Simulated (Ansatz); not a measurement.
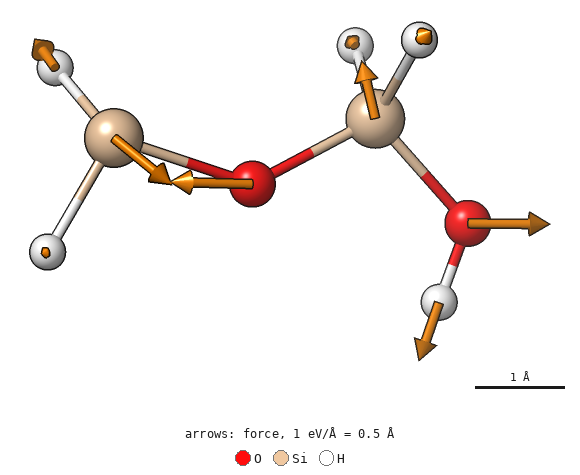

Starting geometry of Si2H5O2 (multiplicity 2) (coarse preliminary run) with the computed forces as orange arrows. Style: ball-and-stick. Shown from a free direction.

The start comes from a force field.

Level of theory: UKS PBE-D4/def2-SVP in Ansatz.

The input:
```yaml
crystal:
  periodic: [false, false, false]
  atoms:
    - {symbol: O, position_ang: [-1.788000, 1.143000, 0.912800]}
    - {symbol: Si, position_ang: [-0.378000, 1.067200, 0.137100]}
    - {symbol: O, position_ang: [-0.105400, -0.522400, -0.181500]}
    - {symbol: Si, position_ang: [1.145400, -1.436200, -0.934000]}
    - {symbol: H, position_ang: [-2.177600, 0.335900, 1.211400]}
    - {symbol: H, position_ang: [0.679400, 1.641600, 1.012000]}
    - {symbol: H, position_ang: [-0.395000, 1.821900, -1.132600]}
    - {symbol: H, position_ang: [2.416700, -1.239400, -0.263000]}
    - {symbol: H, position_ang: [0.691100, -2.857800, -0.779300]}
basis:
  gaussian: {orbitals: def2-SVP}
magnetization: {spin_polarized: true, initial_magnetization: 1}
hamiltonian: {xc: pbe, dispersion: d4}
relax: {f_tol: 0.03, max_steps: 200}
```

Command:
```bash
ansatz run in.yaml --threads 2 --pin off --events-out ev --progress --plain --max-ram 32768MiB --backend cpu
```

What follows when this structure is relaxed?

Answer. It isn't relaxed: the largest force vector, on O3, is 1.96 eV/Å. The final displacements have little in common with the starting forces (cosine between the two patterns −0.04). The energy falls by 5.33 kcal/mol in 8 accepted moves (9 points after the start). Largest force component: 1.8 eV/Å at the start, 0.028 eV/Å at the end. The line search rejected the trial step at point 8 of the run. The atom that moves furthest after the best rigid fit is O1 (0.39 Å). Largest moves by element: O 0.39 Å, H 0.39 Å, Si 0.11 Å. Near-neighbour distances that change, for instance: Si4–H8 1.451 → 1.515 Å, O1–Si2 1.611 → 1.669 Å, O3–Si4 1.722 → 1.673 Å, O1–H5 0.945 → 0.973 Å. Bond angles that change, for instance: Si2–O3–Si4 135.9° → 151.7°, O1–Si2–H7 112.3° → 105.4°, O3–Si2–H6 111.7° → 106.9°. Groups turn about O1–Si2 by about 60°, Si2–O3 by about 30°.
